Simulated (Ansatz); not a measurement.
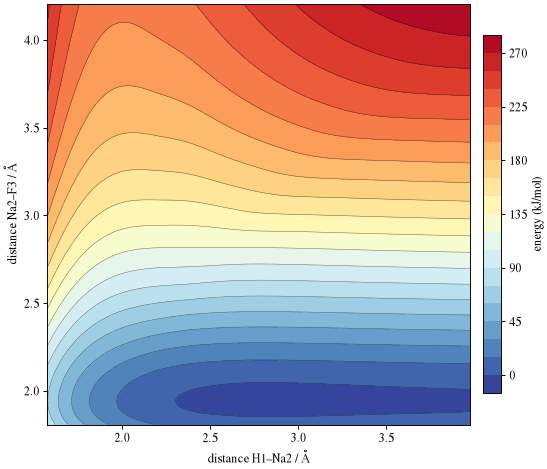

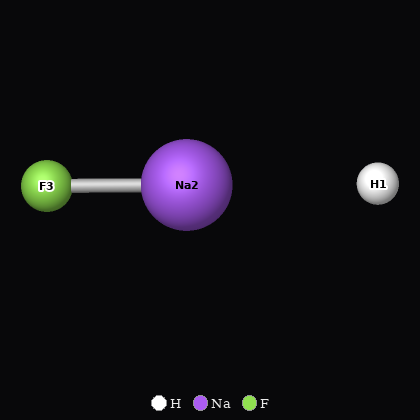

Energy landscape of the system H + NaF, spin multiplicity 2. Coordinates scanned: (1) distance H1–Na2; (2) distance Na2–F3. Nothing is relaxed (the angle H1–Na2–F3 is fixed at 180 degrees). Grid: 15 × 15 points. Energies: kJ/mol, counted from H far from the relaxed NaF (each part in its own basis). The calculation used UKS PBE0-D4/def2-SVPD (Ansatz 0.2.0).

Drawn: filled contours. Between grid points the surface is interpolated. The second picture is the structure at the lowest point.

### Describe this landscape.

The lowest grid point is at distance H1–Na2 = 2.735 Å, distance Na2–F3 = 1.999 Å, −3.3 kJ/mol from H far from the relaxed NaF (each part in its own basis). The highest grid point, distance H1–Na2 = 3.976 Å, distance Na2–F3 = 4.208 Å, lies 286 kJ/mol above the lowest.

The input of one point:

```yaml
crystal:
  periodic: [false, false, false]
  atoms:
    - { symbol: H, position_ang: [-2.735, 0.0, 0.0] }
    - { symbol: Na, position_ang: [0.0, 0.0, 0.0] }
    - { symbol: F, position_ang: [1.999, 0.0, 0.0] }
magnetization:
  spin_polarized: true
  initial_magnetization: 1
basis:
  gaussian: { orbitals: def2-SVPD }
hamiltonian:
  xc: pbe0
  dispersion: d4
output:
  forces: true
```

Each point was launched as `ansatz run input.yaml --threads 1 --pin off --max-ram 2560MiB --backend cpu --events-out ev --progress --plain --runs-dir out`. Time for the 225 points that were run: 17 min on 1 thread of Arm Neoverse V2, with other jobs on the host.
